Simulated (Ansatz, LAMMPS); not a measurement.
**Convergence of a linear-scaling basis for glassy 68SiO2-14MgO-11ZnO-7BaO (mol %) (75 atoms)**

Wanted: errors and times of a linear-scaling basis for glassy 68SiO2-14MgO-11ZnO-7BaO (mol %) (75 atoms). A setting counts as converged where the r.m.s. difference of forces stays under 1 % of the r.m.s. force.

Main program and level: Ansatz 0.2.0; Kohn-Sham DFT, PBE, PAW (set soft_2), plane waves.

### Step 1. The starting structure

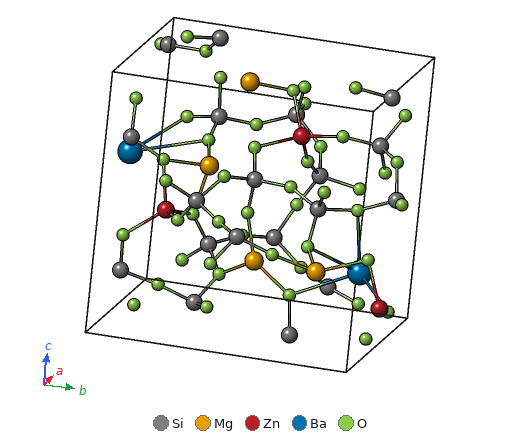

The cell as given, from a free direction (silicon grey, magnesium orange, zinc red, barium blue, oxygen green). Bonds to atoms that aren't drawn are left out. Some periodic images of atoms are drawn too.

The cell holds 75 atoms: 19 Si, 4 Mg, 3 Zn, 2 Ba and 47 O. Its edges and angles: a = 10.675 Å, b = 10.675 Å, c = 10.675 Å, α = 90.0°, β = 90.0°, γ = 90.0°. 75 atoms (19 Si, 4 Mg, 3 Zn, 2 Ba, 47 O) placed at random at 2.53 g/cm³, melted at 4000 K for 10 ps at fixed volume with the Morse and Coulomb pair potential with partial charges (Pedone, Malavasi, Menziani, Cormack and Segre, J. Phys. Chem. B 110, 11780 (2006)). Quenched from 4000 K to 300 K at 25 K/ps and fixed volume, held 5 ps, then minimised at fixed cell.

Before any run, some limits are plain. The quench rate of 25 K/ps is orders of magnitude faster than experiment, which tends to freeze in extra defects. The starting topology of bonds comes from the classical model, and needn't be the one that DFT or experiment would give. The Brillouin zone is sampled at Γ only, in a cell whose shortest periodic width is 11 Å. Spin–orbit coupling is left out, which matters for the levels of the heavy elements.

### Step 2. Making the structure

A classical potential makes the cell, at a small fraction of what the same run would cost in DFT.

This step: classical MD, Morse and Coulomb pair potential with partial charges (Pedone, Malavasi, Menziani, Cormack and Segre, J. Phys. Chem. B 110, 11780 (2006)) (LAMMPS 22 Jul 2025 - Update 4).

File in.lmp:

```
# melt-quench of Si19Mg4Zn3Ba2O47
units metal
atom_style charge
boundary p p p
region box block 0 10.6753 0 10.6753 0 10.6753
create_box 5 box
mass 1 28.0850   # Si
mass 2 24.3050   # Mg
mass 3 65.3800   # Zn
mass 4 137.3270   # Ba
mass 5 15.9990   # O
create_atoms 1 random 19 432044 NULL overlap 1.5 maxtry 2000
create_atoms 2 random 4 432051 NULL overlap 1.5 maxtry 2000
create_atoms 3 random 3 432058 NULL overlap 1.5 maxtry 2000
create_atoms 4 random 2 432065 NULL overlap 1.5 maxtry 2000
create_atoms 5 random 47 432072 NULL overlap 1.5 maxtry 2000
pair_style hybrid/overlay pedone 5.5 coul/long 8.0
pair_coeff * * coul/long
pair_coeff 1 5 pedone 0.340554 2.006700 2.100000 1   # Si-O
pair_coeff 2 5 pedone 0.038908 2.281000 2.586153 5   # Mg-O
pair_coeff 3 5 pedone 0.001221 3.150679 2.851850 1   # Zn-O
pair_coeff 4 5 pedone 0.065011 1.547596 3.393410 5   # Ba-O
pair_coeff 5 5 pedone 0.042395 1.379316 3.618701 22   # O-O
set type 1 charge 2.4
set type 2 charge 1.2
set type 3 charge 1.2
set type 4 charge 1.2
set type 5 charge -1.2
kspace_style pppm 1.0e-4
neigh_modify delay 0 every 1 check yes
thermo_style custom step time temp pe press density
thermo_modify norm yes
timestep 0.002
thermo 100
# [... 18 lines left out ...]
thermo 1250
fix md all nvt temp 300 300 0.2
run 2500 post no
unfix md
thermo 100
min_style cg
minimize 0 1e-3 2000 20000
write_dump all custom glass.dump id type xs ys zs modify sort id
```

Run with:

```console
lmp -in in.lmp -log none -nocite
```

Numbers of over 12 decimals in the logs are rounded to 6 here.

The log of the run:

```text
LAMMPS (22 Jul 2025 - Update 4)
Created orthogonal box = (0 0 0) to (10.6753 10.6753 10.6753)
Created 19 atoms
Created 4 atoms
Created 3 atoms
Created 2 atoms
Created 47 atoms
PPPM initialization ...
  G vector (1/distance) = 0.38433457
  grid = 12 12 12
  estimated relative force accuracy = 4.9324443e-05
   Step          Time           Temp          PotEng         Press         Density
         0   0              0             -1.3693663      525565.54      2.5300004
        73   0.146          0             -15.16663      -23458.162      2.5300004
Loop time of 0.0305404 s on 1 MPI rank(s) for 73 steps with 75 atoms
Minimization stats:
  Stopping criterion = energy tolerance
  Energy initial, next-to-last, final =
     -1.36936627518677  -15.1651920274402  -15.1666300903107
  Force two-norm initial, final = 271.52322 2.75841
  Iterations, force evaluations = 73 88
   Step          Time           Temp          PotEng         Press         Density
[... 12 lines left out ...]
[... 1 line left out ...]
Loop time of 1.49221 s on 1 MPI rank(s) for 5000 steps with 75 atoms
   Step          Time           Temp          PotEng         Press         Density
[... 12 lines left out ...]
Loop time of 21.0631 s on 1 MPI rank(s) for 74000 steps with 75 atoms
   Step          Time           Temp          PotEng         Press         Density
[... 1 line left out ...]
     81250   162.5          264.98952     -15.272406     -22843.257      2.5300004
     82500   165            296.26097     -15.270454     -25673.447      2.5300004
Loop time of 0.651921 s on 1 MPI rank(s) for 2500 steps with 75 atoms
   Step          Time           Temp          PotEng         Press         Density
     82500   165            296.26097     -15.270454     -25673.447      2.5300004
     82514   165.028        296.26097     -15.307696     -26003.952      2.5300004
Loop time of 0.0190292 s on 1 MPI rank(s) for 14 steps with 75 atoms
Minimization stats:
  Stopping criterion = linesearch alpha is zero
  Energy initial, next-to-last, final =
     -15.2704539676978  -15.3076964716704  -15.3076964716704
  Force two-norm initial, final = 10.024356 0.631335
  Iterations, force evaluations = 14 61
```

Elapsed: 24 s, on 1 thread of Arm Neoverse V2, shared host; peak memory 0.07 GiB.

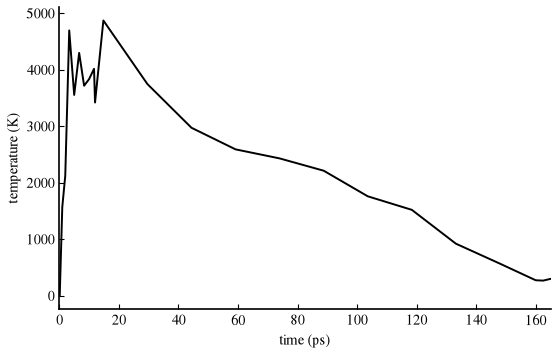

Temperature, plotted against time.

### Step 3. Plane-wave single point

The first run fixes the reference, at a cutoff of 420 eV.

File input.yaml:

```yaml
crystal:
  lattice:
    - [10.6753, 0.0, 0.0]
    - [0.0, 10.6753, 0.0]
    - [0.0, 0.0, 10.6753]
  atoms:
    - { symbol: Si, position: [0.13354, 0.6836, 0.91204] }
    - { symbol: Si, position: [0.13498, 0.39178, 0.85974] }
    - { symbol: Si, position: [0.26686, 0.05212, 0.19227] }
    - { symbol: Si, position: [0.79076, 0.66389, 0.41093] }
    - { symbol: Si, position: [0.4182, 0.68334, 0.00841] }
    - { symbol: Si, position: [0.71924, 0.21651, 0.38978] }
    - { symbol: Si, position: [0.0523, 0.88659, 0.29958] }
    - { symbol: Si, position: [0.09544, 0.655, 0.44415] }
    - { symbol: Si, position: [0.30184, 0.33557, 0.10443] }
    - { symbol: Si, position: [0.93671, 0.19659, 0.96412] }
    - { symbol: Si, position: [0.70067, 0.05251, 0.96628] }
    - { symbol: Si, position: [0.41992, 0.0084, 0.66385] }
    - { symbol: Si, position: [0.19506, 0.3887, 0.35785] }
    - { symbol: Si, position: [0.4275, 0.97568, 0.95965] }
    - { symbol: Si, position: [0.6173, 0.44964, 0.52695] }
    - { symbol: Si, position: [0.68845, 0.89614, 0.70924] }
    - { symbol: Si, position: [0.94356, 0.33573, 0.22294] }
    - { symbol: Si, position: [0.25278, 0.77114, 0.6662] }
    - { symbol: Si, position: [0.83649, 0.9471, 0.4778] }
    - { symbol: Mg, position: [0.35334, 0.3284, 0.61636] }
    - { symbol: Mg, position: [0.53348, 0.41104, 0.91289] }
    - { symbol: Mg, position: [0.90661, 0.65593, 0.14471] }
    - { symbol: Mg, position: [0.45875, 0.51224, 0.25752] }
    - { symbol: Zn, position: [0.5344, 0.62812, 0.73809] }
    - { symbol: Zn, position: [0.41695, 0.16829, 0.40984] }
    - { symbol: Zn, position: [0.9402, 0.90317, 0.03408] }
    - { symbol: Ba, position: [0.08982, 0.07887, 0.68764] }
    - { symbol: Ba, position: [0.58988, 0.88845, 0.24307] }
    - { symbol: O, position: [0.40902, 0.14066, 0.60029] }
    - { symbol: O, position: [0.31962, 0.99383, 0.06062] }
    - { symbol: O, position: [0.44088, 0.35523, 0.06071] }
    - { symbol: O, position: [0.71089, 0.56869, 0.4974] }
    - { symbol: O, position: [0.17258, 0.77901, 0.79648] }
    - { symbol: O, position: [0.45958, 0.82787, 0.96927] }
    - { symbol: O, position: [0.9419, 0.64883, 0.44111] }
    - { symbol: O, position: [0.36097, 0.02795, 0.30391] }
    - { symbol: O, position: [0.27986, 0.42264, 0.23048] }
    - { symbol: O, position: [0.69888, 0.97571, 0.83595] }
    - { symbol: O, position: [0.15474, 0.71551, 0.56787] }
    - { symbol: O, position: [0.94684, 0.4754, 0.17503] }
    - { symbol: O, position: [0.48761, 0.58763, 0.91598] }
    - { symbol: O, position: [0.13581, 0.99047, 0.233] }
    - { symbol: O, position: [0.95765, 0.24379, 0.10307] }
    - { symbol: O, position: [0.81928, 0.28726, 0.29847] }
    - { symbol: O, position: [0.55824, 0.95187, 0.64135] }
    - { symbol: O, position: [0.81398, 0.93904, 0.62713] }
    - { symbol: O, position: [0.12773, 0.76134, 0.33899] }
    - { symbol: O, position: [0.37353, 0.69344, 0.68395] }
    - { symbol: O, position: [0.9913, 0.06008, 0.93765] }
    - { symbol: O, position: [0.51031, 0.45819, 0.42348] }
    - { symbol: O, position: [0.39935, 0.01558, 0.81784] }
    - { symbol: O, position: [0.69349, 0.31724, 0.50346] }
    - { symbol: O, position: [0.98085, 0.93817, 0.4296] }
    - { symbol: O, position: [0.55137, 0.05642, 0.00095] }
    - { symbol: O, position: [0.21137, 0.36583, 0.98964] }
    - { symbol: O, position: [0.55169, 0.45057, 0.66413] }
    - { symbol: O, position: [0.21848, 0.34366, 0.74562] }
    - { symbol: O, position: [0.76833, 0.97304, 0.06776] }
    - { symbol: O, position: [0.06667, 0.3225, 0.3142] }
    - { symbol: O, position: [0.10926, 0.54107, 0.8576] }
    - { symbol: O, position: [0.75838, 0.64604, 0.26979] }
    - { symbol: O, position: [0.26829, 0.19942, 0.15958] }
    - { symbol: O, position: [0.76468, 0.81923, 0.43461] }
    - { symbol: O, position: [0.26619, 0.67488, 0.98901] }
    - { symbol: O, position: [0.01697, 0.73416, 0.98657] }
    - { symbol: O, position: [0.00979, 0.29728, 0.87153] }
    - { symbol: O, position: [0.45474, 0.65985, 0.14953] }
    - { symbol: O, position: [0.27813, 0.30099, 0.44255] }
    - { symbol: O, position: [0.78237, 0.18025, 0.94444] }
    - { symbol: O, position: [0.15576, 0.52068, 0.41965] }
    - { symbol: O, position: [0.7825, 0.07973, 0.43178] }
    - { symbol: O, position: [0.94758, 0.83972, 0.20926] }
    - { symbol: O, position: [0.58658, 0.18091, 0.33855] }
    - { symbol: O, position: [0.66718, 0.7549, 0.72817] }
    - { symbol: O, position: [0.3011, 0.91567, 0.62777] }
kpoints:
  mp_grid: { grid: [1, 1, 1] }
hamiltonian:
  xc: pbe
scf:
  occupations: { method: fixed }
output:
  forces: true
  stress: true
  populations: true
  dos:
    method: { smearing: { sigma: 0.1 } }
    de: 0.1
    projected: { site_lists: { Ba: [Ba], Mg: [Mg], O: [O], Si: [Si], Zn: [Zn] } }
  eigenvalues: true
  write_density: true
  write_potential: true
  volumetric_format: npy
```

Run with:

```console
ansatz run input.yaml --threads 4 --pin off --max-ram 8192MiB --backend cpu --events-out ev --progress --plain --runs-dir out
```

The log of the run:

```text
Engine: ansatz 0.2.0, aarch64-unknown-linux-gnu
Pseudopotentials: kind: paw
Pseudopotential: Si, paw, valence charge 4, recommended cutoff 420 eV (normal), Si.paw.azcp
Pseudopotential: Mg, paw, valence charge 10, recommended cutoff 420 eV (normal), Mg.paw.azcp
Pseudopotential: Zn, paw, valence charge 12, recommended cutoff 420 eV (normal), Zn.paw.azcp
Pseudopotential: Ba, paw, valence charge 10, recommended cutoff 420 eV (normal), Ba.paw.azcp
Pseudopotential: O, paw, valence charge 6, recommended cutoff 420 eV (normal), O.paw.azcp
[... 5 lines on functional and potentials left out ...]
Crystal: 75 atoms, lattice volume = 1216.579 Å³
Basis set: ecut = 420 eV, 23847 PW (Γ), exchange–correlation on 144×144×144 points (8 copies of the dense FFT grid, shifted against one another)
Bands: 302, of which v1, the nominal top of the filled ones, is band 227 counted from 1 (226 counted from 0)
Symmetry: 1 space group operations
Space group: P1 (ITA 1), of the structure as read, at distance tolerance 1.1e-4 Å
k-points: 1
[... 11 lines on functional and potentials left out ...]
Initial density: superposition of atomic densities (neutral atoms: chi_scale 0, normalization atom), corrected by the library's trained network
Initial wavefunctions: pseudopotential atomic-orbital guess
Functional: x = pbe(κ = 0.804, μ = 0.219515), c = pbe(β = 0.066725)
SCF iter   1: F=—  HF=-68375.420953 eV  |F-HF|=—  |Δ(HF+E_count)|=         —  Δρ=2.29e-3  dr2=1.62e-1  ethr=1.77e-3  ⟨swp⟩=4.0  Hψ=1168  notcnv=0  defer=73
preconditioner: auto → Resta (q_TF=auto, 2.315 Å⁻¹)  ε∞=3.2  [insulator: Δε(μ)=2.487 eV  Ē_g=14.702 eV  n_scr=250 (ndim 8)  ℏωp=21.8 eV  f_vac=0.238  ε∞_Penn≈3.2]
SCF iter   2: F=—  HF=-68375.401046 eV  |F-HF|=—  |Δ(HF+E_count)|=   1.99e-2  Δρ=1.29e-3  dr2=5.66e-2  ethr=3.57e-5  ⟨swp⟩=3.0  Hψ=561  notcnv=0  defer=73
SCF iter   3: F=—  HF=-68375.396804 eV  |F-HF|=—  |Δ(HF+E_count)|=   4.24e-3  Δρ=1.19e-3  dr2=2.07e-2  ethr=1.25e-5  ⟨swp⟩=3.0  Hψ=459  notcnv=0  defer=73
SCF iter   4: F=—  HF=-68375.393198 eV  |F-HF|=—  |Δ(HF+E_count)|=   3.61e-3  Δρ=2.69e-4  dr2=1.40e-3  ethr=4.57e-6  ⟨swp⟩=3.0  Hψ=407  notcnv=0  defer=73
SCF iter   5: F=—  HF=-68375.393833 eV  |F-HF|=—  |Δ(HF+E_count)|=   6.36e-4  Δρ=2.32e-4  dr2=4.91e-4  ethr=3.07e-7  ⟨swp⟩=2.0  Hψ=461  notcnv=0  defer=73
SCF iter   6: F=—  HF=-68375.393747 eV  |F-HF|=—  |Δ(HF+E_count)|=   8.63e-5  Δρ=5.51e-5  dr2=3.65e-5  ethr=1.08e-7  ⟨swp⟩=2.0  Hψ=451  notcnv=0  defer=71
SCF iter   7: F=—  HF=-68375.395292 eV  |F-HF|=—  |Δ(HF+E_count)|=   1.55e-3  Δρ=2.80e-5  dr2=1.06e-5  ethr=8.05e-9  ⟨swp⟩=2.0  Hψ=530  notcnv=0  defer=70
SCF iter   8: F=—  HF=-68375.395299 eV  |F-HF|=—  |Δ(HF+E_count)|=   6.76e-6  Δρ=1.41e-5  dr2=2.56e-6  ethr=2.33e-9  ⟨swp⟩=2.0  Hψ=400  notcnv=0  defer=71
SCF iter   9: F=—  HF=-68375.395300 eV  |F-HF|=—  |Δ(HF+E_count)|=   1.03e-6  Δρ=4.68e-6  dr2=3.15e-7  ethr=5.63e-10  ⟨swp⟩=2.0  Hψ=449  notcnv=0  defer=71
SCF iter  10: F=-68375.395300 eV  HF=-68375.395300 eV  |F-HF|=2.87e-8  |Δ(HF+E_count)|=   2.11e-7  Δρ=2.62e-6  dr2=7.83e-8  ethr=2.20e-11  ⟨swp⟩=25.0  Hψ=3179  notcnv=0
SCF 1 converged in 10 iterations: F = -68375.395300 eV  dr2 = 7.83e-8
  greatest PAW one-centre occupation: 1.000 electrons in one spin orbital (limit 2), on the Mg atom at site 22 (counted from 0), in its partial waves of l = 0
WARN: The input density's exchange-correlation potential varies sharply where the density is thin. Do not read a vacuum level from v_tot or v_xc, or from such a field of the output density. On a cell that repeats whose density bears no net charge and no dipole along the vacuum's axis use v_es (v_loc + v_h of the components); [...]
SCF converged after 10 iterations
Free energy (F): -68375.395300 eV
Harris-Foulkes:  -68375.395300 eV  (|F-HF|=2.87e-8)
Internal energy: -68375.395300 eV  (E = F + TS)
E sigma→0 (E₀):  -68375.395300 eV
Fermi energy:    2.797686 eV
--- Per-component energies (eV) ---
  E_band       = -3531.874415
  E_kinetic    = 10251.086593
  E_local      = -45468.559614  (includes V_loc(G=0)·N_el)
  E_nonlocal   = 5073.434194
  E_hartree    = 17859.403891
  E_xc         = -5406.786962
  E_vxc        = -5925.400246  (∫ρ·V_xc dr)
  E_paw        = -34338.595741  (= ΣΔE_a)
  E_vpaw       = -3181.339833  (= ΣTr[D̂ρ^β])
  E_aug_tail   = 0.119157  (compensation charges beyond the density's cutoff)
  E_ewald      = -16345.496817
  E_smearing   = -0.000000  (= −TS)
  E_closure    = 0.000000  (closes the sum)
  Σ components = -68375.395300   (vs F -68375.395300, Δ=0.00e0)
--- Forces (eV/Å), atoms counted from 1 ---
  atom   1  Si     2.15556737    -0.72957272    -0.93510861
  atom   2  Si     0.32082365    -0.19847516     1.15745451
  atom   3  Si     1.05802981     0.50692660    -0.45731675
  atom   4  Si     1.03518436     0.17946686     0.63152215
  atom   5  Si    -1.48264639     1.01177482    -0.53305052
  atom   6  Si     0.56171163     0.87573884     0.40896195
  atom   7  Si    -0.17621574    -0.65703650     1.17471089
  atom   8  Si    -1.34422118     1.07283104    -0.42675300
  atom   9  Si    -0.98143964    -0.77598146    -0.38608389
  atom  10  Si    -0.28094220     0.03120234     0.45173386
  atom  11  Si     0.04967745    -0.50060145    -1.60909742
  atom  12  Si     1.07543028    -2.08933021     1.76654091
  atom  13  Si    -1.36269701     0.15710043    -1.55985046
  atom  14  Si     0.79678951    -0.66152390    -0.29049462
[...]
atom  74  O      0.04099146    -2.55903504     0.26895386
  atom  75  O     -1.22971843     0.86302140    -0.70717100
  max |Σ_I F_I| component: 7.45e-5 eV/Å
--- Stress (GPa, compression-positive) ---
        0.222278      -1.541523       2.466273
       -1.541524      -0.339118       0.789856
        2.466273       0.789857       2.858096
  P = ⅓ Tr σ = 0.9138 GPa (9.138 kbar)
--- Band table (eV) ---
  k-point 0: bands = ["-73.5415", "-72.2429", "-71.6010", "-71.1348", [... 286 levels ...], "11.5530", "11.5940", "11.6132", "11.6584", "11.6962", "11.7256", "11.7619", "11.8259", "11.8899", "11.8962", "11.9200", "11.9691"]
--- Löwdin populations: 75 sites ---
  site symbol       q [e]
     0     Si      2.2415
     1     Si      2.2610
     2     Si      2.2486
[...]
74      O      6.8457
  spilling = 0.012231 (of n_electrons = 454.000000)
```

Wall time 15 s (4 threads of Arm Neoverse V2, shared host); peak memory 1.4 GiB.

The program notes that the exchange-correlation potential is rough where the density is thin.

Numbers from this run:

- free energy: -68375.3953 eV
- free energy per atom: -911.6719 eV/atom
- SCF cycles: 10
- pressure: 0.9138 GPa
- r.m.s. force component: 0.9278 eV/Å
- longest force: 2.96 eV/Å
- Fermi energy: 2.798 eV
- gap (highest filled to lowest empty level): 2.184 eV
- spilling of the projection: 0.01223

The r.m.s. force component of 0.93 eV/Å sets the scale for the differences below.

### Step 4. Support functions low

The cell is solved in localised support functions.

This step: Kohn-Sham DFT, PBE, PAW (set soft_2), localised support functions (low) (Ansatz 0.2.0).

input.yaml, the sections that differ from step 3:

```yaml
scf:
  occupations: { method: fixed }
  eigensolver: { kind: { support_functions: { accuracy: low } } }
  max_iter: 150
output:
  forces: true
  eigenvalues: true
# crystal, kpoints, hamiltonian: as in step 3
```

The log of the run:

```text
Warning: scf.eigensolver.kind.support_functions: disabling space-group detection — the functions' gradient is summed over unrotated k-points, so no spatial operation reduces the k-mesh or symmetrises the density; time reversal is kept, so that k and −k are solved as one point where they differ and the mesh holds both, and exact exchange and, on two spinor components, a DFT+U term hold to it where the run has them: [...]
settings of this run that can trade accuracy for cost: scf.eigensolver.kind.support_functions; scf.eigensolver.kind.support_functions.accuracy: low [...]
[...]
Crystal: 75 atoms, lattice volume = 1216.579 Å³
Basis set: ecut = 420 eV, 23847 PW (Γ), exchange–correlation on 150×150×150 points (8 copies of the dense FFT grid, shifted against one another)
Bands: 273, of which v1, the nominal top of the filled ones, is band 227 counted from 1 (226 counted from 0)
Symmetry: 1 space group operations
k-points: 1
[...]
SCF iter   1: F=—  HF=-68368.132630 eV  |F-HF|=—  |Δ(HF+E_count)|=         —  Δρ=1.03e-1  dr2=1.31e2  ethr=1.00e-1
[...]
SCF iter  14: F=—  HF=-68375.723529 eV  |F-HF|=—  |Δ(HF+E_count)|=   1.87e-3  Δρ=2.81e-5  dr2=1.80e-5  ethr=1.55e-8  κ⁻¹=1.3e-5(r=7)
SCF iter  15: F=-68375.725145 eV  HF=-68375.725148 eV  |F-HF|=2.58e-6  |Δ(HF+E_count)|=   1.62e-3  Δρ=1.39e-5  dr2=4.69e-6  ethr=3.96e-9
SCF 1 converged in 15 iterations: F = -68375.749926 eV  dr2 = 4.69e-6
[...]
SCF converged after 15 iterations
Stability not checked: this state was not tested for a lower state beside it, because the mixer in use, unlike msr1, does not test its closes by its own steps (another_mixer; see scf.mixing.algorithm and scf.lower_state_search)
Free energy (F): -68375.749926 eV
[...]
Internal energy: -68375.749926 eV  (E = F + TS)
E sigma→0 (E₀):  -68375.749926 eV
Fermi energy:    2.798500 eV
[...]
Σ components = -68375.749926   (vs F -68375.749926, Δ=0.00e0)
--- Forces (eV/Å), atoms counted from 1 ---
  atom   1  Si     2.15724138    -0.73113353    -0.93408050
  atom   2  Si     0.32334636    -0.19894537     1.15858136
  atom   3  Si     1.05869306     0.50785320    -0.45754778
  atom   4  Si     1.03409849     0.17908096     0.63126196
[...]
atom  75  O     -1.22998189     0.86251594    -0.70719188
  max |Σ_I F_I| component: 4.38e-3 eV/Å
--- Band table (eV) ---
[...]
```

Run time: 1.7 min. Hardware: 4 threads; peak memory 3.3 GiB.

The program notes that the band table was not solved further than the SCF left it and it switched symmetry off.

Keys that differ from the reference: support_functions.accuracy = "low" and scf.max_iter = 150.

Forces differ from the reference by 0.87 meV/Å r.m.s., 0.093 % of their size, well within a tolerance of 1 %; the energy by -4.7 meV/atom. It took 1.7 min and 15 cycles; the reference's time can't be set against it, since the two runs asked for unlike analyses.

(Continued in part 2 of 3.)

[Logs are printed without paths, hosts, clocks, repeated set-up lines and the standing remarks that a program may print on its own settings, such as how far it seeks lower states.]

[Hosts, paths, dates, database ids (printed as entryN), source tags and the programs' standing remarks are cut or masked in the printed files.]
